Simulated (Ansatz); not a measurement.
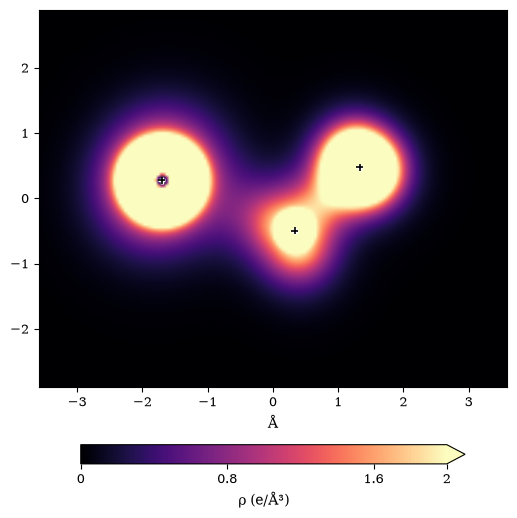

The electron density on a plane through atoms (crosses mark nuclei in the plane).

Computed with Ansatz 0.2.0, RKS PBE0-D4/def2-TZVPP.

Candidates:
A. CH5NOSi (SMILES C1N[SiH2]O1)
B. GaH6O3P (SMILES [OH][Ga-]([OH])([OH])[PH3+])
C. CH4OTe (SMILES OC[TeH])

> Which system is this?

Candidate C: CH4OTe on the plane of atoms O1, C2 and Te3, which holds O, C and Te. C–O (1.39 Å): ρ is about 2.2 e/Å³ halfway, with its minimum of 1.9 e/Å³ about 0.5 Å from C. C–Te (2.18 Å): the density is about 0.77 e/Å³ at the midpoint.
